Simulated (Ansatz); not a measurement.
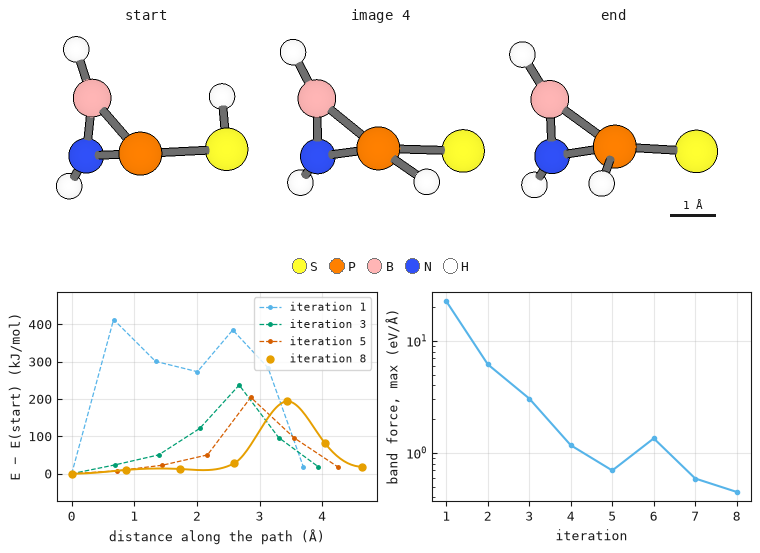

NEB run on BPNH3S. Images are numbered from 0 (start) to 6 (end). The plot follows the band through its iterations. The picture is a ball-and-stick view, seen at a tilt.

All numbers below come from Ansatz, RKS PBE-D4/6-31G*.

Input file:
```yaml
crystal:
  periodic: [false, false, false]
  atoms:
    - { symbol: S, position_ang: [-1.929451, -0.220629, -1.12664] }
    - { symbol: P, position_ang: [0.218128, 0.126991, -1.306449] }
    - { symbol: B, position_ang: [0.793491, 0.596131, 0.476009] }
    - { symbol: "N", position_ang: [0.996762, -0.697845, 0.102109] }
    - { symbol: H, position_ang: [-2.185113, 0.422698, 0.048126] }
    - { symbol: H, position_ang: [0.901136, 1.350471, 1.395588] }
    - { symbol: H, position_ang: [1.266347, -1.645817, 0.365458] }
basis:
  gaussian: { orbitals: "6-31G*" }
hamiltonian:
  xc: pbe
  dispersion: d4
neb:
  order_check: false
  images: 5
  f_tol: 0.5
  max_iterations: 60
  final_atoms:
    - { symbol: S, position_ang: [-2.503041, -0.71987841, -0.20939491] }
    - { symbol: P, position_ang: [-0.77382589, 0.15808629, -0.44716421] }
    - { symbol: B, position_ang: [0.6161734, 0.60182792, 0.77595671] }
    - { symbol: "N", position_ang: [0.78207186, -0.54580812, 0.02623286] }
    - { symbol: H, position_ang: [-0.51576015, 0.61050423, -1.77527774] }
    - { symbol: H, position_ang: [1.1149961, 1.22513473, 1.6643965] }
    - { symbol: H, position_ang: [1.34068569, -1.39786665, -0.08054821] }
  initial_path:
    images:
      - { positions_ang: [[-1.929451, -0.220629, -1.12664], [0.218128, 0.126991, -1.306449], [0.793491, 0.596131, 0.476009], [0.996762, -0.697845, 0.102109], [-2.185113, 0.422698, 0.048126], [0.901136, 1.350471, 1.395588], [1.266347, -1.645817, 0.365458]] }
      - { positions_ang: [[-1.97758279, -0.30745573, -0.83280908], [0.09259368, 0.06941178, -1.21587697], [0.71946197, 0.54480342, 0.56410985], [0.90526077, -0.78815426, 0.12647029], [-1.97947442, 0.56999435, -0.3394213], [0.90378399, 1.31931027, 1.45125458], [1.39725681, -1.47590984, 0.20047363]] }
      - { positions_ang: [[-2.02571459, -0.39428247, -0.53897815], [-0.03294064, 0.01183257, -1.12530493], [0.64543293, 0.49347584, 0.6522107], [0.81375954, -0.87846352, 0.15083157], [-1.77383584, 0.7172907, -0.72696861], [0.90643198, 1.28814954, 1.50692116], [1.52816661, -1.30600267, 0.03548926]] }
      - { positions_ang: [[-2.07384638, -0.4811092, -0.24514723], [-0.15847496, -0.04574665, -1.0347329], [0.5714039, 0.44214827, 0.74031155], [0.72225831, -0.96877277, 0.17519286], [-1.56819726, 0.86458705, -1.11451591], [0.90907997, 1.25698881, 1.56258775], [1.65907642, -1.13609551, -0.12949512]] }
      - { positions_ang: [[-2.21691126, -0.56069894, -0.23322979], [-0.36359193, 0.02219767, -0.83887667], [0.58632706, 0.49537482, 0.75219327], [0.74219616, -0.82778456, 0.12553952], [-1.21738489, 0.77989278, -1.33476985], [0.97771868, 1.24637078, 1.596524], [1.55294618, -1.22335255, -0.11317948]] }
      - { positions_ang: [[-2.35997613, -0.64028867, -0.22131235], [-0.56870891, 0.09014198, -0.64302044], [0.60125023, 0.54860137, 0.76407499], [0.76213401, -0.68679634, 0.07588619], [-0.86657252, 0.69519851, -1.5550238], [1.04635739, 1.23575276, 1.63046025], [1.44681594, -1.3106096, -0.09686385]] }
      - { positions_ang: [[-2.503041, -0.71987841, -0.20939491], [-0.77382589, 0.15808629, -0.44716421], [0.6161734, 0.60182792, 0.77595671], [0.78207186, -0.54580812, 0.02623286], [-0.51576015, 0.61050423, -1.77527774], [1.1149961, 1.22513473, 1.6643965], [1.34068569, -1.39786665, -0.08054821]] }
```

Command:
```bash
ansatz run input.yaml --threads 1 --pin off --max-ram 2048MiB --backend cpu --events-out ev --progress --plain --runs-dir out
```

> Did the band converge, and can the barrier be trusted?

The run is converged, with reservations. The band converged in 8 iterations. The largest component of the band force went from 23 to 0.45 eV/Å. The climbing image converged on the top of the path. Its curvatures weren't checked. The force threshold is loose. The first iteration put the highest image at 413.0 kJ/mol. The highest point, image 4, lies 193.9 kJ/mol above the start and 175.0 kJ/mol above the end; the end is at +18.8 kJ/mol relative to the start.
